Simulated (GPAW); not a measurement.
# Mg3CdS4 (ordered alloy, started on the rocksalt lattice) (Pm-3m): G0W0 on several meshes in GPAW

Wanted: mesh dependence and cost of G0W0 for Mg3CdS4 (ordered alloy, started on the rocksalt lattice) (Pm-3m).

Method: PBE and many-body steps on it, plane waves, in GPAW 26.7.0.

The structure was built from a prototype and need not be the compound's stable phase.

### 1. Starting point

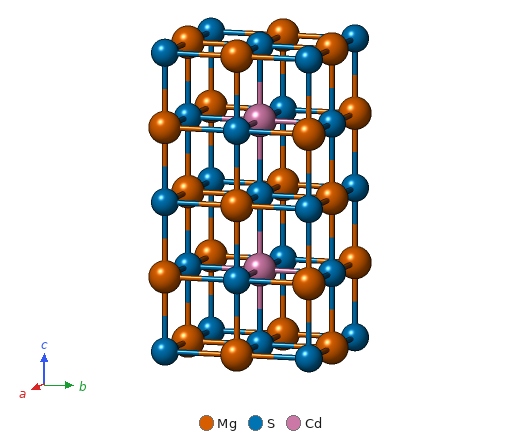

Start, viewed slightly off an axis; magnesium orange, sulfur blue, cadmium pink. 1×1×2 cells are drawn. Some periodic images of atoms are drawn too.

Structure file:

```xyz
8
Lattice="5.3061 0.0000 0.0000 0.0000 5.3061 0.0000 0.0000 0.0000 5.3061" Properties=species:S:1:pos:R:3 pbc="T T T"
Mg    2.6530    0.0000    0.0000
S     0.0000    2.6530    2.6530
Mg    0.0000    2.6530    0.0000
S     2.6530    0.0000    2.6530
Mg    0.0000    0.0000    2.6530
S     2.6530    2.6530    0.0000
Cd    2.6530    2.6530    2.6530
S     0.0000    0.0000    0.0000
```

The structure was relaxed with PBE. The structure type comes from a generator and need not be one that this composition takes. The runs that relaxed it are not among those shown.

### 2. Empty states on the mesh, 2×2×2 mesh, 512 bands

This step: GPAW 26.7.0; DFT, PBE, plane waves, PAW.

The sums over transitions need many empty states on a uniform mesh; this step solves for them.

The input, run.py:

```python
import json
import numpy as np
from gpaw.mpi import world
from gpaw import GPAW

calc = GPAW('gs.gpw').fixed_density(kpts={'size': (2, 2, 2), 'gamma': True},
    parallel={'domain': 1, 'band': 1},
    txt='nscf.txt')
calc.diagonalize_full_hamiltonian(nbands=512)
calc.write('full.gpw', mode='all')
res = {}
kpts = calc.get_ibz_k_points()
res['kpts'] = kpts
res['eigenvalues'] = [calc.get_eigenvalues(kpt=k) for k in range(len(kpts))]
res['n_electrons'] = calc.get_number_of_electrons()

if world.rank == 0:
    with open('result.json', 'w') as f:
        json.dump(res, f, default=lambda x: x.tolist())
```

Run with:

```console
$ mpirun -n 4 gpaw python run.py
```

Numbers of over 12 decimals in the logs are rounded to 6 here.

Log:

```text
Diagonalizing LCAO Hamiltonian
Converting LCAO to pw mode
convergence criteria:
- Maximum integral of absolute [eigenst]ate change: 4e-08 eV^2 / valence electron
maximum number of iterations: 100

SCF iterations
|iter     |     time |      energy | eigst |  dens |
|iter:   1|  |             | +0.94 |       |
|iter:   2|  |             | +0.09 |       |
|iter:   3|  |             | -1.02 |       |
[...]
|iter:  47|  |             | -6.99 |       |
|iter:  48|  |             | -7.34 |       |
|iter:  49|  |             | -7.64c|       |
SCF steps: 49
  __  _  _
 | _ |_)|_||  |
 |__||  | ||/\| - 26.7.0

Input parameters:
  mode=PW(ecut=450.000000),
  convergence={'density': 1e-06, 'bands': -3},
  gpts=array([27, 27, 27]),
  kpts=MonkhorstPack(size=(2, 2, 2), gamma=True),
  maxiter=100,
  nbands=43,
  occupations=Occupations(name='fermi-dirac', width=0.001, fixmagmom=False),
  parallel={'domain': 1, 'band': 1},
  xc=XC(name='PBE')
Matrix size: 3239x3239
# Writing to full.gpw (mode='all')
  [... matrices ...]

timing:  # [seconds]
  Total: 31.527  # ━━━━━━━━━━━━━━━━━━━━━━━━━━━━━━━━━━━━━━━━━━━━━━━━━━━━━━━━━━
```

Run time: 48 s. Hardware: 4 MPI ranks of Arm Neoverse V1, shared host; peak memory 3.4 GiB; 3.2 min of CPU time.

This step gave:

```yaml
gap: 0.4888 eV
k_of_the_valence_top: 0.5, 0.5, 0.5
k_of_the_conduction_bottom: 0, 0, 0
least_direct_gap: 1.227 eV
k_points_computed: 4
lowest_point_of_the_top_converged_band_above_the_valence_top: 116.4264 eV
```

On this mesh the gap is 0.489 eV.

### 3. 2×2×2

Now the one-shot GW correction: screening in the RPA, then the self-energy of the levels asked for.

This step: G0W0 on PBE, plane waves, PAW.

The input, run.py:

```python
import json
import numpy as np
from gpaw.mpi import world
from gpaw.response.g0w0 import G0W0

gw = G0W0('full.gpw',
    filename='gw',
    kpts=[0, 3],
    bands=(31, 35),
    ecut=39,
    nbands=82,
    integrate_gamma='WS',
    ppa=True)
gw.calculate()
res = {mode: {k: v for k, v in r.items() if k != 'sigma_eskwn'}
       for mode, r in gw.all_results.items()}

if world.rank == 0:
    with open('result.json', 'w') as f:
        json.dump(res, f, default=lambda x: x.tolist())
```

Run with:

```console
$ mpirun -n 4 gpaw python run.py
```

Log:

```text
Using integrator: PointIntegrator
FrequencyGridDescriptor(from 0.000+0.000j to 0.000+27.211j eV, 2 points)
Nonperiodic BCs:  [False False False]
Using integrator: PointIntegrator
FrequencyGridDescriptor(from 0.000+0.000j to 0.000+27.211j eV, 2 points)
Nonperiodic BCs:  [False False False]
  ___  _ _ _
 |   || | | |
 | | || | | |
 |__ ||_____|
 |___|

BZ k-points: Symmetries present (total): 48

  [... matrices ...]
8 k-points: 2 x 2 x 2 Monkhorst-Pack grid + [1/4,1/4,1/4]
4 k-points in the irreducible part of the Brillouin zone
       k-points in crystal coordinates                weights
   0:     0.00000000    0.00000000    0.00000000          1/8
   1:     0.50000000    0.00000000    0.00000000          3/8
   2:     0.50000000    0.50000000    0.00000000          3/8
   3:     0.50000000    0.50000000    0.50000000          1/8

Distributing spins, k-points and bands (1 x 2 x 4) over 4 processes
Number of blocks: 1

Quasi particle states:
k-points (IBZ indices): [0, 3]
Band range: (31, 35)
  [... matrices ...]
Computational parameters:
Plane wave cut-off: 39 eV
Number of bands: 82
Coulomb cutoff: None
Broadening: 0.1 eV

fxc modes: GW
Kernel: RPA
Using Godby-Needs plasmon-pole approximation:
  Fitting energy: i*E0, E0 = 1.000 Hartree
Summing all q:

Calculating screened Coulomb potential
No Coulomb truncation
FrequencyGridDescriptor(from 0.000+0.000j to 0.000+27.211j eV, 2 points)
Removing empty qpoint cache files...

Calculating chi0 body with:
    Ground state adapter containing:
    Number of spins: 1
    Number of kpoints: 8
    Number of irreducible kpoints: 4
    Number of completely occupied states: 33
    Number of partially occupied states: 33
    Occupied states memory: 9.911179 M / cpu

    Linear response parametrization:
    q_c: [0.0, 0.0, 0.0]
    Number of frequency points: 2
    Planewave cutoff: 39.0
    Number of bands: 82
    Number of planewaves: 81
    Broadening (eta): 1e-06
    comm.size: 4
    kncomm.size: 4
    blockcomm.size: 1

    Memory estimate of potentially large arrays:
        chi0_wGG: 0.200226 M / cpu
Integrating chi0 body.

Symmetries of q_c:
    Direct symmetries (Uq -> q): 48
    Indirect symmetries (TUq -> q): 0
In total 48 allowed symmetries.

  [... matrices ...]
4 groups of equivalent kpoints. 50.0% reduction.

Integral kind: response function
Integrating chi0 head and wings.

Symmetries of q_c:
    Direct symmetries (Uq -> q): 48
    Indirect symmetries (TUq -> q): 0
In total 48 allowed symmetries.

  [... matrices ...]
4 groups of equivalent kpoints. 50.0% reduction.

Integral kind: response function wings

Calculating chi0 body with:
    Ground state adapter containing:
    Number of spins: 1
    Number of kpoints: 8
    Number of irreducible kpoints: 4
    Number of completely occupied states: 33
    Number of partially occupied states: 33
    Occupied states memory: 9.911179 M / cpu

    Linear response parametrization:
[... the further q-points ...]

Results:
f:      Occupation numbers
eps:     KS-eigenvalues [eV]
vxc:     KS vxc [eV]
exx:     Exact exchange [eV]
sigma:   Self-energies [eV]
dsigma:  Self-energy derivatives
Z:       Renormalization factors
qp:      QP-energies [eV]

k-point 0 (0): (0.000, 0.000, 0.000)                GW
band       f     eps     vxc     exx   sigma  dsigma       Z      qp
                                                                   GW
  31   1.000   4.539 -15.366 -18.290   2.965  -0.269   0.788   4.571
  32   1.000   4.539 -15.366 -18.290   2.964  -0.269   0.788   4.571
  33   0.000   5.767 -13.742  -9.761  -2.409  -0.223   0.818   7.053
  34   0.000   7.272 -10.740  -6.591  -2.969  -0.220   0.819   8.239

k-point 1 (3): (0.500, 0.500, 0.500)                GW
band       f     eps     vxc     exx   sigma  dsigma       Z      qp
                                                                   GW
  31   1.000   5.278 -18.455 -21.262   2.890  -0.263   0.792   5.344
  32   1.000   5.278 -18.455 -21.262   2.891  -0.263   0.792   5.344
  33   0.000   8.941 -10.648  -6.244  -3.238  -0.220   0.820   9.898
  34   0.000   8.941 -10.648  -6.244  -3.238  -0.220   0.820   9.898
```

Wall time 11 s (4 MPI ranks); peak memory 1.4 GiB.

This step gave:

```yaml
g0w0_gap_on_the_points_computed: 1.709 eV
least_direct_g0w0_gap_on_the_computed_points: 2.482 eV
z_at_the_valence_top: 0.7916
z_at_the_conduction_bottom: 0.8177
starting_gap_on_the_mesh: 0.4888 eV
k_of_the_valence_top: 0.5, 0.5, 0.5
k_of_the_conduction_bottom: 0, 0, 0
```

The gap on the mesh goes from 0.49 eV to 1.71 eV, a correction of +1.22 eV.

### 4. Empty states on the mesh, 4×4×4 mesh, 92 bands

This step: DFT, PBE, plane waves, PAW.

The input, run.py:

```python
import json
import numpy as np
from gpaw.mpi import world
from gpaw import GPAW

calc = GPAW('gs.gpw').fixed_density(kpts={'size': (4, 4, 4), 'gamma': True},
    nbands=107,
    convergence={'bands': 92},
    txt='nscf.txt')
calc.write('full.gpw', mode='all')
res = {}
kpts = calc.get_ibz_k_points()
res['kpts'] = kpts
res['eigenvalues'] = [calc.get_eigenvalues(kpt=k) for k in range(len(kpts))]
res['n_electrons'] = calc.get_number_of_electrons()

if world.rank == 0:
    with open('result.json', 'w') as f:
        json.dump(res, f, default=lambda x: x.tolist())
```

Run with:

```console
$ mpirun -n 4 gpaw python run.py
```

Log:

```text
Diagonalizing LCAO Hamiltonian
Converting LCAO to pw mode
convergence criteria:
- Maximum integral of absolute [eigenst]ate change: 4e-08 eV^2 / valence electron
maximum number of iterations: 100

SCF iterations
|iter     |     time |      energy | eigst |  dens |
|iter:   1|  |             | +3.34 |       |
|iter:   2|  |             | +2.23 |       |
|iter:   3|  |             | +1.34 |       |
[...]
|iter:  13|  |             | -6.21 |       |
|iter:  14|  |             | -6.94 |       |
|iter:  15|  |             | -7.48c|       |
SCF steps: 15
  __  _  _
 | _ |_)|_||  |
 |__||  | ||/\| - 26.7.0

Input parameters:
  mode=PW(ecut=450.000000),
  convergence={'bands': 92},
  gpts=array([27, 27, 27]),
  kpts=MonkhorstPack(size=(4, 4, 4), gamma=True),
  maxiter=100,
  nbands=107,
  occupations=Occupations(name='fermi-dirac', width=0.001, fixmagmom=False),
  parallel={},
  xc=XC(name='PBE')
# Writing to full.gpw (mode='all')
  [... matrices ...]

timing:  # [seconds]
  Total: 0.076  # ━━━━━━━━━━━━━━━━━━━━━━━━━━━━━━━━━━━━━━━━━━━━━━━━━━━━━━━━━━━
```

It took 36 s on 4 MPI ranks; peak memory 0.8 GiB.

This step gave:

| Item | Value |
| --- | --- |
| gap | 0.4888 eV |
| k of the valence top | 0.5, 0.5, 0.5 |
| k of the conduction bottom | 0, 0, 0 |
| least direct gap | 1.227 eV |
| k points computed | 10 |
| lowest point of the top converged band, above the valence top | 23.40 eV |

On this mesh the gap is 0.489 eV.

### 5. 4×4×4

This step: G0W0 on PBE, plane waves, PAW.

The input, run.py:

```python
import json
import numpy as np
from gpaw.mpi import world
from gpaw.response.g0w0 import G0W0

gw = G0W0('full.gpw',
    filename='gw',
    kpts=[0, 9],
    bands=(31, 35),
    ecut=39,
    nbands=82,
    integrate_gamma='WS',
    ppa=True)
gw.calculate()
res = {mode: {k: v for k, v in r.items() if k != 'sigma_eskwn'}
       for mode, r in gw.all_results.items()}

if world.rank == 0:
    with open('result.json', 'w') as f:
        json.dump(res, f, default=lambda x: x.tolist())
```

Run with:

```console
$ mpirun -n 4 gpaw python run.py
```

Log:

```text
Using integrator: PointIntegrator
FrequencyGridDescriptor(from 0.000+0.000j to 0.000+27.211j eV, 2 points)
Nonperiodic BCs:  [False False False]
Using integrator: PointIntegrator
FrequencyGridDescriptor(from 0.000+0.000j to 0.000+27.211j eV, 2 points)
Nonperiodic BCs:  [False False False]
  ___  _ _ _
 |   || | | |
 | | || | | |
 |__ ||_____|
 |___|

BZ k-points: Symmetries present (total): 48

  [... matrices ...]
64 k-points: 4 x 4 x 4 Monkhorst-Pack grid + [1/8,1/8,1/8]
10 k-points in the irreducible part of the Brillouin zone
       k-points in crystal coordinates                weights
   0:     0.00000000    0.00000000    0.00000000          1/64
   1:     0.25000000    0.00000000    0.00000000          6/64
   2:     0.25000000    0.25000000    0.00000000         12/64
[...]
8:     0.50000000    0.50000000    0.25000000          6/64
   9:     0.50000000    0.50000000    0.50000000          1/64

Distributing spins, k-points and bands (1 x 2 x 4) over 4 processes
Number of blocks: 1

Quasi particle states:
k-points (IBZ indices): [0, 9]
Band range: (31, 35)
  [... matrices ...]
Computational parameters:
Plane wave cut-off: 39 eV
Number of bands: 82
Coulomb cutoff: None
Broadening: 0.1 eV

fxc modes: GW
Kernel: RPA
Using Godby-Needs plasmon-pole approximation:
  Fitting energy: i*E0, E0 = 1.000 Hartree
Summing all q:

Calculating screened Coulomb potential
No Coulomb truncation
FrequencyGridDescriptor(from 0.000+0.000j to 0.000+27.211j eV, 2 points)
Removing empty qpoint cache files...

Calculating chi0 body with:
    Ground state adapter containing:
    Number of spins: 1
    Number of kpoints: 64
    Number of irreducible kpoints: 10
    Number of completely occupied states: 33
    Number of partially occupied states: 33
[...]
q_c: [0.0, 0.0, 0.0]
    Number of frequency points: 2
    Planewave cutoff: 39.0
    Number of bands: 82
    Number of planewaves: 81
    Broadening (eta): 1e-06
    comm.size: 4
    kncomm.size: 4
    blockcomm.size: 1

    Memory estimate of potentially large arrays:
        chi0_wGG: 0.200226 M / cpu
Integrating chi0 body.

Symmetries of q_c:
    Direct symmetries (Uq -> q): 48
    Indirect symmetries (TUq -> q): 0
In total 48 allowed symmetries.

  [... matrices ...]
10 groups of equivalent kpoints. 84.375% reduction.

Integral kind: response function
Integrating chi0 head and wings.

Symmetries of q_c:
    Direct symmetries (Uq -> q): 48
    Indirect symmetries (TUq -> q): 0
In total 48 allowed symmetries.

  [... matrices ...]
10 groups of equivalent kpoints. 84.375% reduction.

Integral kind: response function wings

Calculating chi0 body with:
    Ground state adapter containing:
    Number of spins: 1
    Number of kpoints: 64
    Number of irreducible kpoints: 10
    Number of completely occupied states: 33
    Number of partially occupied states: 33
    Occupied states memory: 9.911179 M / cpu

[... the further q-points ...]

Results:
f:      Occupation numbers
eps:     KS-eigenvalues [eV]
vxc:     KS vxc [eV]
exx:     Exact exchange [eV]
sigma:   Self-energies [eV]
dsigma:  Self-energy derivatives
Z:       Renormalization factors
qp:      QP-energies [eV]

k-point 0 (0): (0.000, 0.000, 0.000)                GW
band       f     eps     vxc     exx   sigma  dsigma       Z      qp
                                                                   GW
  31   1.000   4.539 -15.366 -18.158   2.800  -0.263   0.791   4.546
  32   1.000   4.539 -15.366 -18.158   2.800  -0.263   0.791   4.546
  33   0.000   5.767 -13.742  -9.911  -2.216  -0.215   0.823   7.095
[...]
k-point 1 (9): (0.500, 0.500, 0.500)                GW
band       f     eps     vxc     exx   sigma  dsigma       Z      qp
                                                                   GW
[...]
33   0.000   8.941 -10.648  -6.403  -3.043  -0.211   0.825   9.934
  34   0.000   8.941 -10.648  -6.403  -3.043  -0.211   0.825   9.934
```

Elapsed: 62 s, on 4 MPI ranks; peak memory 2 GiB; 4.1 min of CPU time.

Numbers from this step:

* G0W0 gap on the points computed: 1.782 eV
* least direct G0W0 gap on the computed points: 2.549 eV
* Z at the valence top: 0.7968
* Z at the conduction bottom: 0.8230
* starting gap on the mesh: 0.4888 eV
* k of the valence top: 0.5, 0.5, 0.5
* k of the conduction bottom: 0, 0, 0

Against G0W0 in GPAW (2×2×2 mesh, 82 bands, screening to 39 eV, Godby-Needs plasmon pole), the gap moves by +0.073 eV.

### 6. The runs together

Times are wall times on 4 MPI ranks of Arm Neoverse V1, shared host, good to a factor of about two.

```csv
run,mesh,bands,screening cutoff (eV),DFT gap (eV),gap on the mesh (eV),direct (eV),time
2×2×2,2×2×2,82,39,0.489,1.709,2.482,11 s
4×4×4,4×4×4,82,39,0.489,1.782,2.549,62 s
```

### 7. What came out

- 2×2×2: 1.709 eV
- 4×4×4: 1.782 eV
- known limits: not at the basis limit; no spin-orbit coupling; coarse k mesh

4×4×4: +0.073 eV against 2×2×2. Bands and cutoff are finite, so the gap is not at the basis limit. The miss can reach some tenths of an eV and take either sign; the mesh is an error of its own. These stock PAW sets were not made for GW. In the G0W0 runs levels were corrected at 2 k points alone, so a gap called «on the mesh» is the least over those, and an edge elsewhere would be missed. The 2×2×2 mesh is coarse for this cell, which bears on the long-range parts of exchange and screening. Mesh or cutoff lie under what a gap needs, so these runs test behaviour and cost; their gaps are not to be quoted. The many-body steps are scalar-relativistic: spin-orbit coupling is not in them.

[Paths, hosts, dates, memory and timing lines, banners, echoed tables and standing remarks are left out of the program output.]

[Logs are printed without paths, hosts, clocks, repeated set-up lines and the standing remarks that a program may print on its own settings, such as how far it seeks lower states.]

[Runs of the session that timed out or met a known fault of the program may be left out.]

[Hosts, paths, dates, database ids (printed as entryN), source tags and the programs' standing remarks are cut or masked in the printed files.]
